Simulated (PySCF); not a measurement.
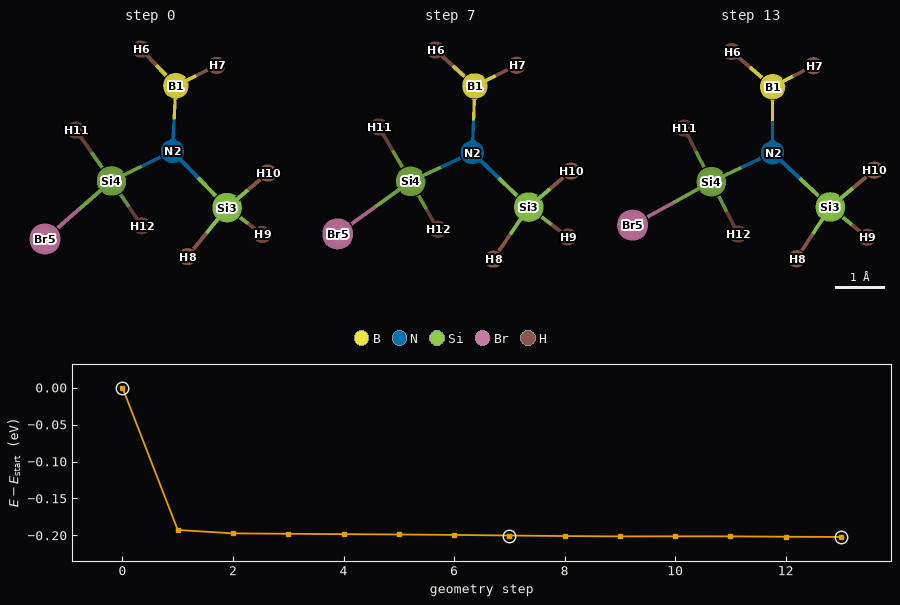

Frames of a relaxation of BSi2NH7Br, marked on the history of the run. A ball-and-stick model, seen at a tilt.

The start comes from GFN2-xTB. Its atoms were then displaced at random by about 0.01 Å.

Method: PySCF, PBE0-D3(BJ)/def2-SVP geometry optimisation, gas phase. 

Describe the path.

After 13 geometry steps the energy has fallen by 0.202 eV. The largest move after the best rigid fit is that of Br5, 0.39 Å. By element the largest moves are Br 0.39 Å, H 0.29 Å, B 0.11 Å, Si 0.09 Å, N 0.04 Å. Some distances before and after: Si4–H11 1.415 → 1.482 Å, Si3–H10 1.433 → 1.486 Å, B1–H6 1.166 → 1.211 Å, B1–N2 1.387 → 1.417 Å. Among the angles between lasting bonds that change: N2–Si3–H9 104.5° → 109.1°, N2–Si3–H8 105.9° → 109.3°, N2–B1–H6 122.5° → 119.4°. The run took 75 s on 1 thread of Intel(R) Xeon(R) 6975P-C (shared host). From step 0 to 7: Br5 moves most (0.19 Å), energy −0.200 eV. From step 7 to 13: Br5 moves most (0.21 Å), energy −0.002 eV.

| step | E − E(0), eV |
| --- | --- |
| 0 | 0.0000 |
| 1 | -0.1927 |
| 2 | -0.1972 |
| 3 | -0.1978 |
| 4 | -0.1983 |
| 5 | -0.1987 |
| 6 | -0.1993 |
| 7 | -0.2001 |
| 8 | -0.2009 |
| 9 | -0.2013 |
| 10 | -0.2012 |
| 11 | -0.2013 |
| 12 | -0.2018 |
| 13 | -0.2021 |
